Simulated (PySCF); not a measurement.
# BHBr (SMILES [BH]Br) at UB3LYP/STO-3G

Aim: the energy change on altering one bond length of BHBr at UB3LYP/STO-3G, from 2 runs. The job is set up through a Python script.

The calculation is run with PySCF 2.14.0.

14 further runs of the same task are left out: 4 that didn't finish, 10 set aside as unsound or not needed.

**1. The molecule**

The species is BHBr (3 atoms), meant as a doublet with charge 0. As SMILES, `[BH]Br`. The shape is that of a PBE0-D4/def2-TZVP optimisation.

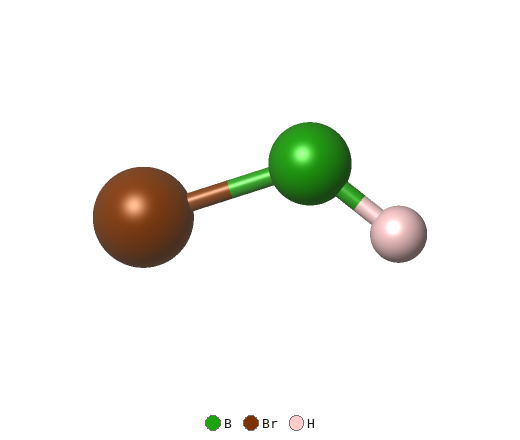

Viewed from a chosen angle; boron green, bromine brown, hydrogen pink.

**2. The energy at UB3LYP/STO-3G**

File input.py:

```python
# [BH]Br
from pyscf import gto, dft

mol = gto.Mole()
mol.atom = '''
B       -0.094500      -0.523000      -0.115700
Br       1.181000       0.563200       0.709800
H       -1.097400      -0.105000      -0.607300
'''
mol.charge = 0
mol.spin = 1
mol.max_memory = 1860
mol.verbose = 3
mol.basis = 'sto-3g'
mol.build()

mf = dft.UKS(mol, xc='b3lyp')
mf.conv_tol = 1e-10
mf.grids.level = 5
mf.kernel()
if not mf.converged:
    mf = mf.newton().run(mf.mo_coeff, mf.mo_occ)

etot = mf.e_tot
print('E = %.10f Eh' % etot)
```

Started as:

```bash
$ OMP_NUM_THREADS=1 python input.py
```

The program printed:

```text
WARN: HOMO -0.195532539317036 >= LUMO -0.195532539317035

converged SCF energy = -2571.05737153008  <S^2> = 0.75231466  2S+1 = 2.0023133
E = -2571.0573715301 Eh
```

Wall time 6.3 s (1 thread of Arm Neoverse N1, shared host); peak memory 0.21 GiB.

**3. The distorted shape at the same level**

File calc.py:

```python
from pyscf import gto, dft

molecule = gto.Mole()
molecule.atom = '''
B       -2.390422      -2.478178      -1.601614
Br       1.181000       0.563200       0.709800
H       -3.393322      -2.060178      -2.093214
'''
molecule.basis = 'sto-3g'
molecule.max_memory = 1860
molecule.charge = 0
molecule.verbose = 3
molecule.spin = 1
molecule.build()

ks = dft.UKS(molecule)
ks.xc = 'b3lyp'
ks.grids.level = 5
ks.conv_tol = 1e-10
ks.kernel()
if not ks.converged:
    ks = ks.newton().run(ks.mo_coeff, ks.mo_occ)

energy = ks.e_tot
print(f'total energy: {energy:.8f} hartree')
```

Started as:

```bash
$ OMP_NUM_THREADS=1 python calc.py
```

The program printed:

```text
WARN: HOMO -0.197588426825369 >= LUMO -0.197588426825367

WARN: HOMO 0.0184668206831622 >= LUMO 0.0184688307713377

WARN: HOMO 0.109066949668171 >= LUMO 0.109896557390042

SCF not converged.
SCF energy = -2570.85742749753 after 50 cycles  <S^2> = 0.75000025  2S+1 = 2.0000003
converged SCF energy = -2570.85742765816  <S^2> = 0.75000003  2S+1 = 2
total energy: -2570.85742766 hartree
```

Wall time 33 s (1 thread of Arm Neoverse N1, shared host); peak memory 0.34 GiB.

**4. Summary of results**

Level: UB3LYP/STO-3G.

| quantity | value |
| --- | --- |
| first shape: total energy | -2571.05737 Eh |
| first shape: dipole moment | 0.09 D |
| first shape: HOMO energy (highest over α and β) | -3.11 eV |
| first shape: LUMO energy (lowest over α and β) | 1.08 eV |
| first shape: ⟨S²⟩ | 0.752 |
| distorted shape: total energy | -2570.85743 Eh |
| distorted shape: dipole moment | 0.99 D |
| distorted shape: HOMO energy (highest over α and β) | -3.07 eV |
| distorted shape: LUMO energy (lowest over α and β) | -2.76 eV |
| distorted shape: ⟨S²⟩ | 0.750 |
| energy change with the B1–Br2 bond stretched from 1.868 to 5.229 Å | 5.441 eV |

With the B1–Br2 bond stretched from 1.868 to 5.229 Å the energy rises by 5.44 eV (525 kJ/mol). The first shape isn't relaxed at this level, so the change isn't measured from a minimum. The minimal basis adds a large error of its own. Mulliken charges (distorted shape) run from -0.10 on H3 to +0.10 on B1.
